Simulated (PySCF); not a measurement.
**BSi$_{2}$H$_{5}$O$_{4}$: EPR calculation**

The run: EPR calculation of BSi$_{2}$H$_{5}$O$_{4}$, multiplicity 3, SMILES OB(O)O[Si]O[SiH3]. Method and program: UKS B3LYP, IGLO-III on B O Si, pcH-1 on H, non-relativistic, mean-field spin-orbit, GIAO (PySCF 2.14.0).

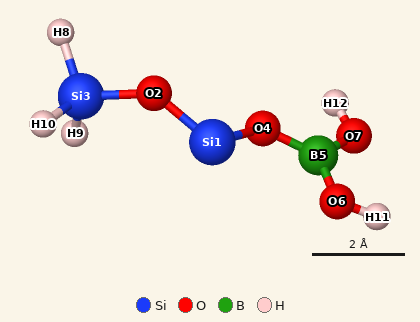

Fig. 1: The input geometry (ball-and-stick view, seen at a tilt; atoms are numbered from 1 in the order of the input). Bond lengths as drawn: B–O 1.36 to 1.37 Å, H–O 0.96 Å, H–Si 1.49 Å and O–Si 1.67 to 1.68 Å.

**Summary**

| quantity | value |
| --- | --- |
| outcome | converged |
| total energy | −908.120428 hartree |
| ⟨S²⟩ | 2.002 |
| isotropic g | 2.0005 |
| hardware | 1 CPU thread, shared host |
| wall time | 2 min |
| peak memory | 1.1 GiB |

**Input**
```
{"job": {"kind": "epr"}, "charge": 0, "multiplicity": 3}
Si    -0.014785    -0.701161     0.802200
O     -1.512372    -0.046445     1.125647
Si    -3.055010    -0.255309     0.513268
O      0.974530     0.333330    -0.080144
B      2.293701     0.186529    -0.415931
O      2.950434    -0.953606    -0.067991
O      2.941313     1.175157    -1.093699
H     -3.828837     0.976246     0.832745
H     -3.005247    -0.466865    -0.964769
H     -3.703318    -1.434669     1.157583
H      3.869921    -0.941011    -0.350999
H      2.361709     1.922701    -1.269531
```

The first line tells a small driver script what to run in PySCF; the rest is the geometry in Å.

Launch command:
```bash
OMP_NUM_THREADS=1 python <driver script> task.json out
```

**Output**
```
UKS, coarse grid
  cycle   1  E = -907.77141153  |g| = 1.01e+00
  cycle   2  E = -906.87020072  |g| = 1.82e+00
  cycle   3  E = -908.09944465  |g| = 2.31e-01
  cycle   4  E = -908.11645286  |g| = 1.08e-01
  cycle   5  E = -908.12023759  |g| = 1.84e-02
  cycle   6  E = -908.12035224  |g| = 9.79e-03
  cycle   7  E = -908.12038560  |g| = 2.84e-03
  cycle   8  E = -908.12038883  |g| = 9.18e-04
UKS, final grid
  cycle   1  E = -908.12042720  |g| = 1.32e-03
  cycle   2  E = -908.12042585  |g| = 2.42e-03
  cycle   3  E = -908.12042784  |g| = 1.78e-04
  cycle   4  E = -908.12042785  |g| = 3.89e-05
  cycle   5  E = -908.12042785  |g| = 3.77e-05
  cycle   6  E = -908.12042785  |g| = 9.19e-06
E = -908.12042785 Eh   <S^2> = 2.0021 (exact 2.0000)
g shifts (ppm)      1          2          3
  rmc          -184       -184       -184
  gc             51         23         41
  oz_so       -3041      -1851       -162
  total       -3174      -2012       -305
hyperfine (MHz)  atom isotope    a_iso     a_fc   dipolar eigenvalues
    0  29Si    -842.61    -844.14    -80.00      7.28     72.73
    1   17O     -41.41     -41.41    -16.39      1.89     14.50
    2  29Si     -19.78     -19.80     -2.42      1.02      1.40
    3   17O     -24.74     -24.72    -16.40      0.81     15.59
    4   11B      -2.58      -2.58     -1.32     -0.21      1.53
    5   17O      -0.69      -0.69     -0.68     -0.02      0.70
    6   17O      -0.81      -0.82     -1.25      0.16      1.09
    7    1H       5.44       5.44     -1.20     -0.87      2.07
    8    1H      -0.54      -0.54     -1.91     -1.13      3.04
    9    1H      -0.82      -0.82     -1.44     -1.16      2.60
   10    1H      -0.26      -0.26     -1.26     -1.00      2.25
   11    1H      -0.42      -0.42     -1.56     -0.76      2.33
zero-field splitting (cm-1)  D = 0.1380  E = 0.0223  (spin-spin -0.2372, spin-orbit -0.2045)
```

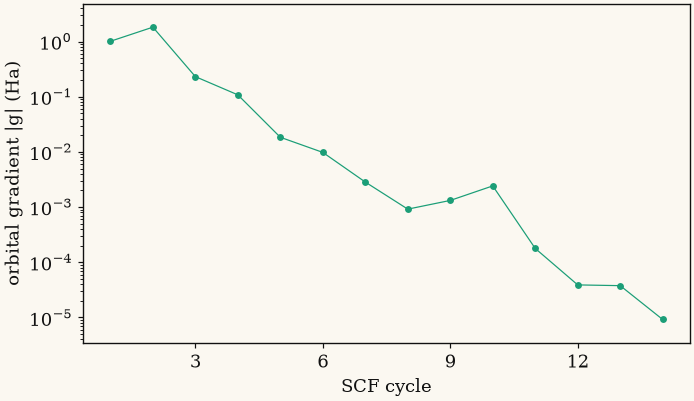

Fig. 2: Convergence of the self-consistent field: orbital gradient |g| against the SCF cycle. All cycles printed in the log are drawn one after another.
